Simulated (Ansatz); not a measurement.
The calculation's input:

```
crystal:
  periodic: [false, false, false]
  atoms:
    - { symbol: W, position_ang: [0.0, 0.0, 0.0] }
    - { symbol: F, position_ang: [0.0, 0.0, 1.85] }
    - { symbol: F, position_ang: [1.85, 0.0, 0.0] }
    - { symbol: F, position_ang: [0.0, 1.85, 0.0] }
    - { symbol: H, position_ang: [-1.72, 0.0, 0.0] }
    - { symbol: F, position_ang: [0.0, -1.85, 0.0] }
    - { symbol: H, position_ang: [0.0, 0.0, -1.72] }
basis:
  gaussian: { orbitals: def2-SVP }
hamiltonian:
  xc: b3lyp
  dispersion: d4
relax:
  f_tol: 0.02
  max_steps: 40
output:
  orbitals: {}
```

Run with:

```sh
ansatz run input.yaml --threads 2 --pin off --max-ram 3072MiB --backend cpu --events-out ev --progress --plain --runs-dir out
```

The fields are those of the run's last geometry, not of the input's.

Core potentials replace the inner electrons of W.

Theory: RKS B3LYP-D4/def2-SVP (Ansatz 0.2.0).

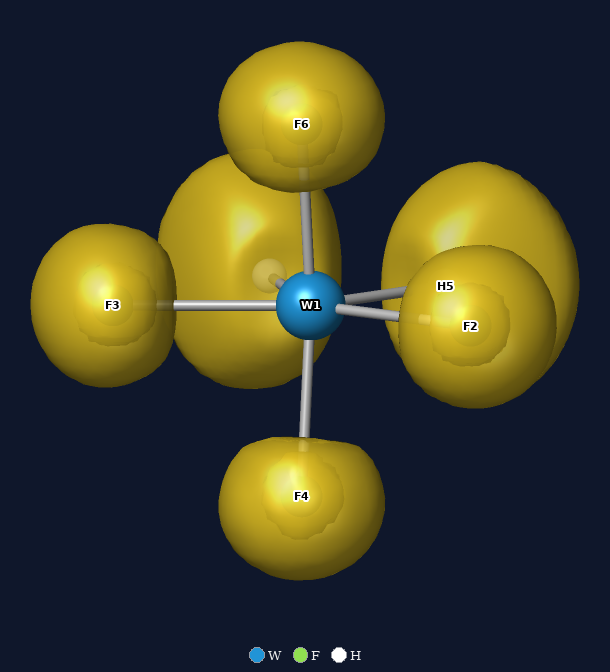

F₄H₂W. Isosurface of the ELF at 0.75 (yellow), seen at a tilt. Core shells and regions of very low density are left out.

> Describe the localisation domains.

The surface consists of two regions around hydrogen nuclei and four regions wrapped around F (the valence shell of each).

Values along the shortest contacts:
W–F (1.84 Å): the ELF peaks at about 0.85 in the valence shell of F, 0.5 Å from its nucleus, and drops to about 0.25 between the two atoms. W–H (1.68 Å): the ELF climbs to about 1 towards the hydrogen.
